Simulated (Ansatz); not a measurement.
# Optical response of CaCu2S2

What colour and refractive index does CaCu2S2 have at this level of theory?

Method: DFT, PBE, plane-wave PAW, default files, scalar-relativistic, independent-particle optical response without local fields, in Ansatz 0.2.0.

## (1) The starting structure

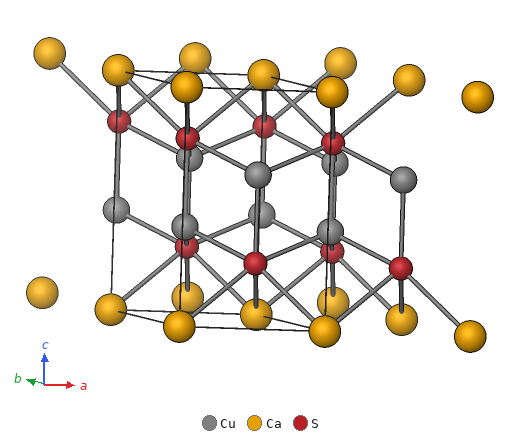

Start, viewed slightly off an axis; copper grey, calcium orange, sulfur red. 2×2×1 cells are drawn. Bonds to atoms that aren't drawn are left out. Some periodic images of atoms are drawn too.

## (2) Ground state and bands

The self-consistent density comes first; it also tells whether there is a gap, which decides the occupations and the need for a Drude term.

This step: DFT, PBE, plane-wave PAW, default files, scalar-relativistic, ground state (Ansatz 0.2.0).

input.yaml

```yaml
crystal:
  lattice:
    - [3.9399999606, 0.0, 0.0]
    - [-1.9699999803, 3.4121400568, 0.0]
    - [0.0, 0.0, 6.523]
  atoms:
    - { symbol: Cu, position: [0.6666666667, 0.3333333333, 0.62351] }
    - { symbol: Cu, position: [0.3333333333, 0.6666666667, 0.37649] }
    - { symbol: Ca, position: [0.0, 0.0, 0.0] }
    - { symbol: S, position: [0.6666666667, 0.3333333333, 0.2537] }
    - { symbol: S, position: [0.3333333333, 0.6666666667, 0.7463] }
kpoints:
  mp_grid: { grid: [7, 7, 4] }
  band_path:
    path:
      - [[0.0, 0.0, 0.0], [0.5, 0.0, 0.0], [0.33333333, 0.33333333, 0.0], [0.0, 0.0, 0.0], [0.0, 0.0, 0.5], [0.5, 0.0, 0.5], [0.33333333, 0.33333333, 0.5], [0.0, 0.0, 0.5]]
      - [[0.5, 0.0, 0.5], [0.5, 0.0, 0.0]]
      - [[0.33333333, 0.33333333, 0.0], [0.33333333, 0.33333333, 0.5]]
    npoints: 5
scf:
  occupations: { method: fermi_dirac, width: 0.05 }
  n_extra_bands: 9
hamiltonian:
  xc: pbe
  pseudopotentials: { kind: paw }
output:
  forces: true
  stress: true
  populations: true
  write_bands: true
```

Command:

```sh
$ ansatz run input.yaml --threads 4 --pin off --max-ram 8192MiB --backend cpu --events-out ev --progress --plain --runs-dir out
```

Numbers of over 12 decimals in the logs are rounded to 6 here.

The log of the run:

```text
scf.n_extra_bands = 9 over 30 filled bands (N_el = 60.0): the run solves 39 bands
Engine: ansatz 0.2.0, x86_64-unknown-linux-gnu
Pseudopotentials: kind: paw
Pseudopotential: Cu, paw, valence charge 19, recommended cutoff 420 eV (normal), Cu.paw.azcp
Pseudopotential: Ca, paw, valence charge 10, recommended cutoff 420 eV (normal), Ca.paw.azcp
Pseudopotential: S, paw, valence charge 6, recommended cutoff 420 eV (normal), S.paw.azcp
Functional definition: PBE
  parameter kappa = 0.804
  parameter beta = 0.066725
  exchange = pbe_x(kappa = kappa, mu = beta*pi^2/3)
  correlation = pbe_c(beta = beta)
Crystal: 5 atoms, lattice volume = 87.694 Å³
Basis set: ecut = 420 eV, 1761 PW (Γ), exchange–correlation on 54×54×90 points (8 copies of the dense FFT grid, shifted against one another)
Bands: 39, of which v1, the nominal top of the filled ones, is band 30 counted from 1 (29 counted from 0)
Symmetry: 12 space group operations
Space group: P-3m1 (ITA 164), of the structure as read, at distance tolerance 4.4e-5 Å
k-points: 28 of 196
Non-local potential: Cu, projectors of the file, l = 0: 3, l = 1: 2, l = 2: 3, l = 3: 1
Non-local potential: Ca, projectors of the file, l = 0: 3, l = 1: 2, l = 2: 2
Non-local potential: S, projectors of the file, l = 0: 2, l = 1: 2, l = 2: 2
PAW form: soft (Blöchl's): semilocal exchange-correlation on the pseudo side does not see the compensation charge
PAW one-centre angular grid: Cu, 590 points (default); XC on 64 Gauss nodes
PAW one-centre angular grid: Ca, 110 points (default); XC on 64 Gauss nodes
PAW one-centre angular grid: S, 110 points (default); XC on 64 Gauss nodes
Initial density: superposition of atomic densities (neutral atoms: chi_scale 0, normalization atom), corrected by the library's trained network
Initial wavefunctions: pseudopotential atomic-orbital guess
Functional: x = pbe(κ = 0.804, μ = 0.219515), c = pbe(β = 0.066725)
SCF iter   1: F=—  HF=-16876.012309 eV  |F-HF|=—  |Δ(HF+E_count)|=         —  Δρ=1.44e-3  dr2=1.91e-3  ethr=1.77e-3  ⟨swp⟩=8.6  Hψ=5184  notcnv=0  defer=10
preconditioner: auto → Resta (q_TF=auto, 2.561 Å⁻¹)  ε∞=6.6  [insulator: Δε(μ)=1.075 eV  Ē_g=10.888 eV  σ=0.050 eV  W_gap=1.00  n_scr=22 (ndim 8)  ℏωp=25.7 eV  f_vac=0.020  D(μ)=0.00/eV (n_scr^D=0)  ε∞_Penn≈6.6]
SCF iter   2: F=—  HF=-16876.013140 eV  |F-HF|=—  |Δ(HF+E_count)|=   8.31e-4  Δρ=1.87e-3  dr2=2.63e-3  ethr=3.19e-6  ⟨swp⟩=2.0  Hψ=1932  notcnv=0  defer=23
SCF iter   3: F=—  HF=-16876.012745 eV  |F-HF|=—  |Δ(HF+E_count)|=   3.95e-4  Δρ=4.86e-4  dr2=3.19e-4  ethr=3.19e-6  ⟨swp⟩=2.0  Hψ=1331  notcnv=0  defer=23
SCF iter   4: F=—  HF=-16876.012784 eV  |F-HF|=—  |Δ(HF+E_count)|=   3.91e-5  Δρ=3.87e-4  dr2=1.27e-4  ethr=5.32e-7  ⟨swp⟩=2.0  Hψ=1476  notcnv=0  defer=23
SCF iter   5: F=—  HF=-16876.012792 eV  |F-HF|=—  |Δ(HF+E_count)|=   8.13e-6  Δρ=5.75e-5  dr2=2.53e-6  ethr=2.12e-7  ⟨swp⟩=2.0  Hψ=1351  notcnv=0  defer=23
SCF iter   6: F=—  HF=-16876.012665 eV  |F-HF|=—  |Δ(HF+E_count)|=   1.28e-4  Δρ=2.52e-5  dr2=5.51e-7  ethr=4.22e-9  ⟨swp⟩=2.0  Hψ=1590  notcnv=0  defer=23
SCF iter   7: F=-16876.012665 eV  HF=-16876.012665 eV  |F-HF|=4.82e-9  |Δ(HF+E_count)|=   3.29e-8  Δρ=3.65e-6  dr2=1.82e-8  ethr=1.67e-10  ⟨swp⟩=7.3  Hψ=4599  notcnv=0
SCF 1 converged in 7 iterations: F = -16876.012665 eV  dr2 = 1.82e-8
  greatest PAW one-centre occupation: 1.000 electrons in one spin orbital (limit 2), on the Cu atom at site 1 (counted from 0), in its partial waves of l = 0
NSCF: frozen V_eff on 48 k-points
SCF converged after 7 iterations
Free energy (F): -16876.012665 eV
Harris-Foulkes:  -16876.012665 eV  (|F-HF|=4.82e-9)
Internal energy: -16876.012664 eV  (E = F + TS)
E sigma→0 (E₀):  -16876.012664 eV
Entropy (-TS):   -0.000000 eV (-0.000 meV/atom)
Fermi energy:    10.552110 eV
--- Per-component energies (eV) ---
  E_band       = -1027.869703
  E_kinetic    = 1095.662920
  E_local      = -12430.662823  (includes V_loc(G=0)·N_el)
  E_nonlocal   = 919.877948
  E_hartree    = 5487.279589
  E_xc         = -510.180687
  E_vxc        = -576.809197  (∫ρ·V_xc dr)
  E_paw        = -5402.330549  (= ΣΔE_a)
  E_vpaw       = -1010.503791  (= ΣTr[D̂ρ^β])
  E_aug_tail   = 0.000607  (compensation charges beyond the density's cutoff)
  E_ewald      = -6035.659669
  E_smearing   = -0.000000  (= −TS)
  E_closure    = 0.000000  (closes the sum)
  Σ components = -16876.012665   (vs F -16876.012665, Δ=0.00e0)
--- Forces (eV/Å), atoms counted from 1 ---
  atom   1  Cu    -0.00000000    -0.00000000     0.00544504
  atom   2  Cu     0.00000000     0.00000000    -0.00544504
  atom   3  Ca     0.00000000     0.00000000     0.00000000
  atom   4  S      0.00000000    -0.00000000     0.25957554
  atom   5  S      0.00000000    -0.00000000    -0.25957554
  max |Σ_I F_I| component: 1.85e-17 eV/Å
--- Stress (GPa, compression-positive) ---
       -0.788793      -0.000000       0.000000
        0.000000      -0.788793       0.000000
        0.000000       0.000000      -0.557690
  P = ⅓ Tr σ = -0.7118 GPa (-7.118 kbar)
--- Band table (eV; the first three rows and the last of 28) ---
  k-point 0: bands = [... 26 lower, 9.3519, 9.8486, 9.9871, 9.9871, 11.0641, 12.2349, 12.7738, 13.2567, ... 5 higher]
  k-point 1: bands = [... 26 lower, 9.3786, 9.4834, 9.8559, 9.8559, 11.7656, 12.1903, 13.0661, 13.3243, ... 5 higher]
  k-point 2: bands = [... 26 lower, 9.4250, 9.4250, 9.7103, 9.7103, 11.9735, 12.3341, 13.3244, 13.3244, ... 5 higher]
  k-point 27: bands = [... 26 lower, 8.2784, 8.7596, 9.0047, 9.2359, 12.8452, 13.1689, 14.1317, 14.5232, ... 5 higher]
--- Löwdin populations: 5 sites ---
  site symbol       q [e]
     0     Cu     18.4604
     1     Cu     18.4604
     2     Ca      8.4047
     3      S      6.9820
     4      S      6.9820
  spilling = 0.011842 (of n_electrons = 60.000000)
```

Elapsed: 6 s, on 4 threads of Intel Xeon at 2.50GHz (Skylake/Cascade Lake), shared host; peak memory 0.47 GiB; 20 s of CPU time.

Numbers from this step:

| Item | Value |
| --- | --- |
| free energy | -16876.0127 eV |
| Fermi energy | 10.55 eV |
| gap by band count | 1.077 eV |
| electrons | 60 |
| symmetry operations | 12 |
| pressure | -0.7118 GPa |
| volume | 87.69 Å³ |
| gap on the path | 1.077 eV |
| least direct gap on the path | 1.077 eV |

There is a gap, 1.08 eV on the path, so no carriers' term is needed. The cell is left with a pressure of -0.7 GPa and forces up to 0.26 eV/Å, as it stands unrelaxed at this level.

Electronic bands along the path, in eV, zero at the Fermi level; v1 is the highest filled band, c1 the lowest empty one:

```
    point     v4     v3     v2     v1    c1    c2    c3    c4
        Γ  -1.20  -0.70  -0.56  -0.56  0.51  1.68  2.22  2.71
        M  -2.19  -2.15  -1.98  -1.18  1.46  2.71  3.42  4.49
        K  -2.35  -1.96  -1.96  -1.17  2.95  3.00  3.00  3.59
        Γ  -1.20  -0.70  -0.56  -0.56  0.51  1.68  2.22  2.71
        A  -1.13  -1.13  -0.84  -0.84  1.42  1.78  2.77  2.77
        L  -2.18  -2.15  -1.33  -1.04  1.41  2.39  2.44  3.69
        H  -2.32  -1.68  -1.68  -1.34  2.55  2.55  3.60  4.05
        A  -1.13  -1.13  -0.84  -0.84  1.42  1.78  2.77  2.77
jump to L  -2.18  -2.15  -1.33  -1.04  1.41  2.39  2.44  3.69
        M  -2.19  -2.15  -1.98  -1.18  1.46  2.71  3.42  4.49
jump to K  -2.35  -1.96  -1.96  -1.17  2.95  3.00  3.00  3.59
        H  -2.32  -1.68  -1.68  -1.34  2.55  2.55  3.60  4.05
```

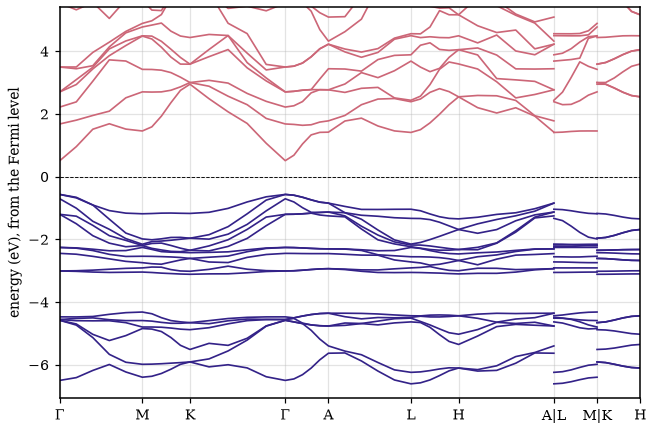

Electronic bands along the path; lines of filled and empty bands in two colours.

## (3) Spectrum

The spectrum is a sum over vertical transitions between filled and empty bands at the fixed density, so many empty bands are needed.

This step: DFT, PBE, plane-wave PAW, default files, scalar-relativistic, independent-particle optical response without local fields (Ansatz 0.2.0).

input.yaml, the sections that differ from step 2:

```yaml
kpoints:
  mp_grid: { grid: [7, 7, 4] }
scf:
  occupations: { method: fixed }
output:
  optics:
    e_range: [0, 14]
    de: 0.05
    sigma: 0.1
    nscf_kmesh: { grid: [9, 9, 4] }
    bands: { spectra_wanted_up_to: 14 }
# crystal, hamiltonian: as in step 2
```

The log of the run:

```text
[...]
Crystal: 5 atoms, lattice volume = 87.694 Å³
Basis set: ecut = 420 eV, 1761 PW (Γ)
Bands: 36, of which v1, the nominal top of the filled ones, is band 30 counted from 1 (29 counted from 0)
[... 1 set-up line as in the run before ...]
[...]
k-points: 28 of 196
[...]
SCF iter   1: F=—  HF=-16876.012486 eV  |F-HF|=—  |Δ(HF+E_count)|=         —  Δρ=1.43e-3  dr2=1.54e-3  ethr=1.77e-3  ⟨swp⟩=4.5  Hψ=3668  notcnv=0  defer=97
[...]
SCF iter  11: F=-16876.012622 eV  HF=-16876.012622 eV  |F-HF|=3.64e-12  |Δ(HF+E_count)|=  3.64e-12  Δρ=6.85e-8  dr2=3.48e-12  ethr=1.00e-12  ⟨swp⟩=9.0  Hψ=4304  notcnv=0
SCF 1 converged in 11 iterations: F = -16876.012622 eV  dr2 = 3.48e-12
[...]
NSCF: frozen V_eff on 43 k-points
[...]
output.optics: what the bands over the 62 summed would add to eps1, eps2 and the energy-loss function is held between a lower and an upper bound (9 Lanczos steps). eps1, eps2 and their loss function (loss_summed_bands) are given on every row as the summed bands alone make them. Along an axis, on a row where the two bounds hold the loss function to about 1 % of the greater of itself and 0.5 % of |1/eps|, its cell (loss_completed) is given, with the completed eps1 and eps2 that it is formed of (a cell that is left empty reads nan in the table and null in the record). The two bounds hold it so along every axis on all 281 rows up to 14.000 eV. [rest of the remark cut]
SCF converged after 11 iterations
Free energy (F): -16876.012622 eV
[...]
Internal energy: -16876.012622 eV  (E = F + TS)
E sigma→0 (E₀):  -16876.012622 eV
Fermi energy:    9.987047 eV
[...]
--- Band table (eV; the first three rows and the last of 28) ---
  k-point 0: bands = [... 26 lower, 9.3519, 9.8485, 9.9870, 9.9870, 11.0641, 12.2349, 12.7738, 13.2566, ... 2 higher]
  k-point 1: bands = [... 26 lower, 9.3786, 9.4834, 9.8559, 9.8559, 11.7656, 12.1903, 13.0660, 13.3242, ... 2 higher]
  k-point 2: bands = [... 26 lower, 9.4250, 9.4250, 9.7103, 9.7103, 11.9735, 12.3341, 13.3243, 13.3243, ... 2 higher]
  k-point 27: bands = [... 26 lower, 8.2784, 8.7596, 9.0047, 9.2359, 12.8451, 13.1689, 14.1317, 14.5232, ... 2 higher]
```

Run time: 2.1 min. Hardware: 4 threads; peak memory 1.4 GiB.

Read-outs, printed or worked out from the files:

```
electronic dielectric constant ε∞, mean over x, y and z (by symmetry where fewer were run)                                                          : 8.791
absorption onset, first axis (α over 10⁴ cm⁻¹, or the direct gap if that lies higher)                                                               : 1.174 eV
main peak of Im epsilon, first axis                                                                                                                 : 3.562 eV
photocurrent from vertical transitions in a film 500 nm thick on a perfect mirror (two passes), AM1.5G, no front reflection, all carriers collected : 39.89 mA/cm²
least direct gap on the mesh                                                                                                                        : 1.077 eV
bands summed                                                                                                                                        : 62
spectra valid up to                                                                                                                                 : 20.80 eV
program's estimate of the k-sum error in Im epsilon                                                                                                 : 0.15 %
electrons in the f-sum                                                                                                                              : 24.05
```

The Im ε has structure finer than the step of the table below, so its rows give means over 1 eV, whole bins alone (the curve runs from 0 to 14 eV). Peaks (eV: height): E ∥ x or y 3.5: 10.3, 7.0: 9.12, 7.9: 7.38; E ∥ z 3.0: 14.9, 7.0: 10.6.

The Im ε by photon energy; means over each step:

```csv
photon energy (eV),E ∥ x or y,E ∥ z
1,0.308,0.280
2,1.82,1.67
3,7.84,10.3
4,8.18,7.46
5,6.31,7.33
6,7.27,6.68
7,8.04,8.54
8,6.81,6.03
9,4.63,4.13
10,2.20,2.37
11,1.87,1.96
12,1.74,1.71
13,1.22,1.20
```

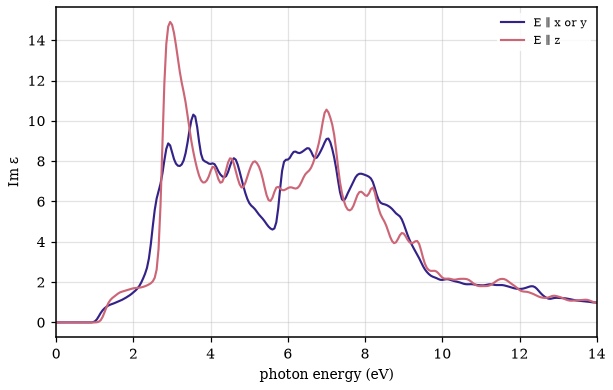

Im ε against photon energy.

Re ε against photon energy:

```
photon energy (eV)  E ∥ x or y   E ∥ z
                 0        8.67    9.03
                 1        9.56    9.85
                 2        11.0    11.1
                 3        9.07    10.2
                 4        5.05    5.32
                 5        2.82    4.32
                 6        4.74    3.13
                 7        1.06   0.942
                 8      -0.815   -1.03
                 9       -3.06   -1.87
                10       -1.65   -1.71
                11      -0.912  -0.917
                12      -0.727   -1.05
                13      -0.627  -0.616
                14      -0.422  -0.364
```

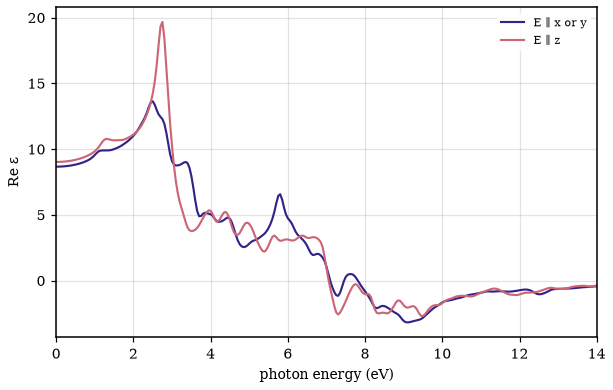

Re ε, plotted against photon energy.

Values under 1 per cm are given as 1. Absorption coefficient against photon energy:

```csv
photon energy (eV),E ∥ x or y (1/cm),E ∥ z (1/cm)
0,1,1
1,847,24.1
2,45496,51307
3,3.9e5,6.0e5
4,5.9e5,5.7e5
5,6.9e5,7.5e5
6,9.2e5,8.8e5
7,1.4e6,1.6e6
8,1.6e6,1.6e6
9,1.9e6,1.7e6
10,1.5e6,1.5e6
11,1.4e6,1.4e6
12,1.4e6,1.5e6
13,1.3e6,1.3e6
14,1.2e6,1.2e6
```

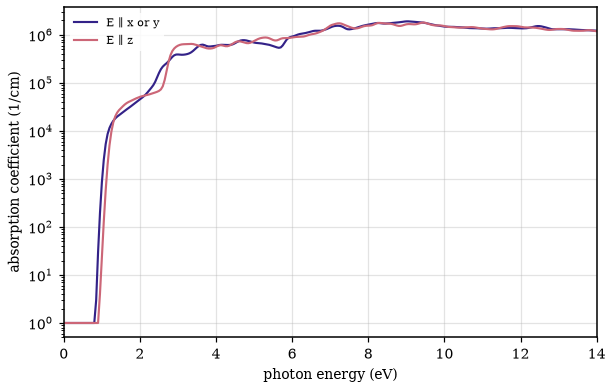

Absorption coefficient against photon energy.

Loss function −Im 1/ε at q → 0 against energy loss; read off at these points:

```
energy loss (eV)  E ∥ x or y   E ∥ z
               0           0       0
               1      5.7e-4  1.5e-5
               2      0.0121  0.0134
               3      0.0550  0.0459
               4      0.0900  0.0887
               5       0.138  0.0999
               6      0.0921   0.123
               7       0.108  0.0940
               8       0.135   0.154
               9       0.147   0.192
              10       0.293   0.282
              11       0.437   0.441
              12       0.505   0.436
              13       0.649   0.633
              14       0.857   0.897
```

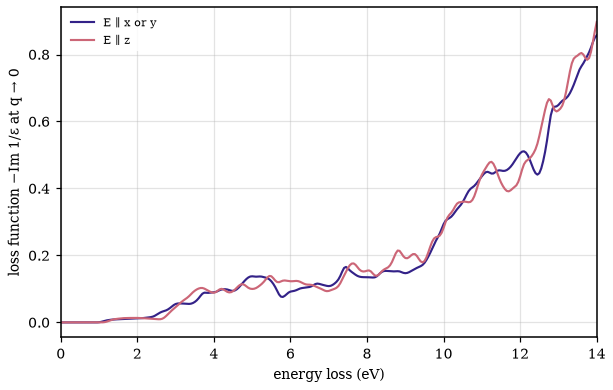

Loss function −Im 1/ε at q → 0, plotted against energy loss.

The reflectivity at normal incidence has structure finer than the step of the table below, so its rows give means over 0.5 eV, whole bins alone (the curve runs from 0 to 14 eV). Peaks (eV: height): E ∥ x or y 3.55: 36.7, 7.20: 41.2, 9.50: 53.2, 12.60: 39.1; E ∥ z 2.85: 44.1, 4.55: 32.5, 5.20: 32.7, 7.25: 46.6, 8.60: 45.3, 9.55: 50.1, 11.95: 37.8.

The reflectivity at normal incidence by photon energy; means over each step:

| photon energy (eV) | E ∥ x or y (%) | E ∥ z (%) |
| --- | --- | --- |
| 0.5 | 24.7 | 25.4 |
| 1.0 | 26.1 | 26.9 |
| 1.5 | 27.2 | 28.5 |
| 2.0 | 29.3 | 29.5 |
| 2.5 | 34.0 | 35.1 |
| 3.0 | 34.4 | 42.6 |
| 3.5 | 35.1 | 34.8 |
| 4.0 | 31.7 | 30.3 |
| 4.5 | 31.4 | 31.1 |
| 5.0 | 27.8 | 30.9 |
| 5.5 | 23.9 | 29.4 |
| 6.0 | 32.0 | 29.2 |
| 6.5 | 34.6 | 31.3 |
| 7.0 | 38.3 | 40.8 |
| 7.5 | 35.7 | 40.3 |
| 8.0 | 39.7 | 38.6 |
| 8.5 | 43.0 | 44.6 |
| 9.0 | 48.4 | 40.8 |
| 9.5 | 52.0 | 46.7 |
| 10.0 | 44.5 | 42.8 |
| 10.5 | 38.8 | 37.1 |
| 11.0 | 33.8 | 34.1 |
| 11.5 | 32.2 | 30.9 |
| 12.0 | 31.3 | 36.7 |
| 12.5 | 36.2 | 34.8 |
| 13.0 | 32.6 | 31.0 |
| 13.5 | 31.1 | 28.2 |

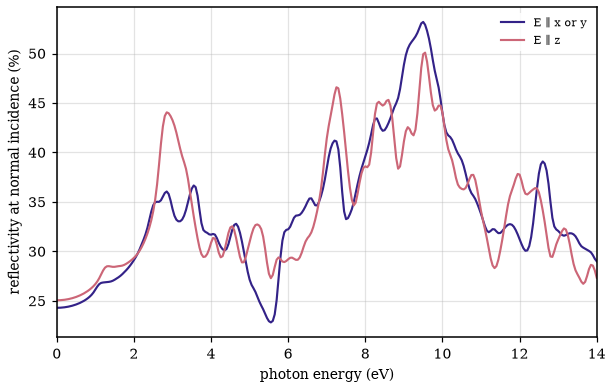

Reflectivity at normal incidence against photon energy.

At chosen wavelengths:

```csv
wavelength (nm),n xy,k xy,R (%) xy,1/α xy,n z,k z,R (%) z,1/α z
1550,3.02,0.000,25.3,over 1 mm,3.08,0.000,26.0,over 1 mm
633,3.31,0.216,28.9,233 nm,3.33,0.251,29.2,200 nm
532,3.58,0.362,32.1,117 nm,3.55,0.257,31.6,165 nm
405,3.22,1.250,33.5,26 nm,3.53,2.012,42.6,16 nm
365,3.28,1.353,34.9,21 nm,2.75,1.873,37.4,16 nm
248,2.16,1.368,27.2,14 nm,2.55,1.476,31.0,13 nm
193,2.45,1.741,34.4,8.8 nm,2.39,1.521,30.7,10 nm
```

Rows near the edge hang on the gap, which this functional as a rule makes too small, and phonon-assisted absorption is left out.

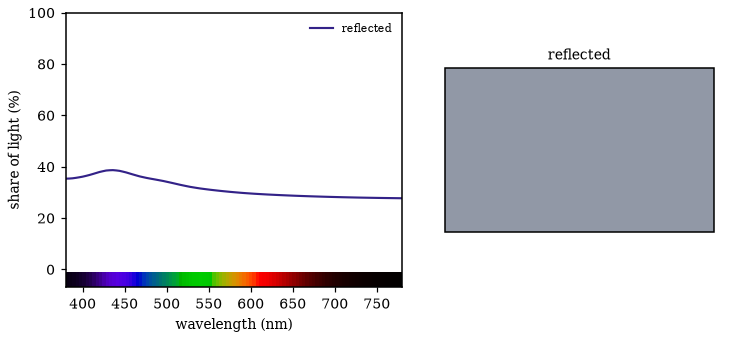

Light reflected across the visible range, with the colour that it makes of daylight (sRGB).

A polished face would reflect 31 % of daylight and look faintly blue (CIE x = 0.294, y = 0.308 under D65).

The f-sum over the summed bands holds 24.0 of the cell's 60 electrons outside the frozen cores, 28 of which lie in bands more than 12 eV below the Fermi level, whose transitions come at higher energies. Up to 14 eV the strength has a mean oscillator energy of 5.7 eV, well above the main peak, so higher transitions carry much of it.

## (4) Results

| Item | Value |
| --- | --- |
| gap on the path | 1.08 eV |
| least direct gap on the path | 1.08 eV |
| electronic dielectric constant ε∞, mean over x, y and z (by symmetry where fewer were run) (independent particles) | 8.79 |
| absorption onset, first axis (α over 10⁴ cm⁻¹, or the direct gap if that lies higher) | 1.17 eV |
| main peak of Im epsilon, first axis | 3.56 eV |
| photocurrent from vertical transitions in a film 500 nm thick on a perfect mirror (two passes), AM1.5G, no front reflection, all carriers collected | 39.9 mA/cm² |

**Reading.** At this level (PBE, independent particles) CaCu2S2 has a mean ε∞ = 8.79 and n = 3.02 at 1550 nm (E ∥ x); absorption sets in near 1.2 eV, and Im ε peaks at 3.6 eV (E ∥ x). The gap on the path is direct, 1.08 eV. The absorption coefficient passes 10⁴ cm⁻¹ at 1.17 eV, in the infrared, so it absorbs across the visible. Distinct maxima of Im ε, read by a parabola through the highest points, lie at 2.91 eV (8.9), 3.56 eV (10), 6.52 eV (8.6) and 7.03 eV (9.1) for E ∥ x or y. The static values by axis are 8.67 (xy), 9.03 (z). The f-sum over the summed bands holds 24.0 of the cell's 60 electrons outside the frozen cores, 28 of which lie in bands more than 12 eV below the Fermi level, whose transitions come at higher energies. Up to 14 eV the strength has a mean oscillator energy of 5.7 eV, well above the main peak, so higher transitions carry much of it. A polished face would reflect 31 % of daylight and look faintly blue (CIE x = 0.294, y = 0.308 under D65). Excitons and phonon-assisted transitions are missing, and so are local fields; PBE gaps are as a rule too small, which pulls the onset down and ε∞ up. In the base run ε includes the program's bounded estimate of what the bands above those summed add.

[Logs are printed without paths, hosts, clocks, repeated set-up lines and the standing remarks that a program may print on its own settings, such as how far it seeks lower states.]

[Hosts, paths, dates, database ids (printed as entryN), source tags and the programs' standing remarks are cut or masked in the printed files.]
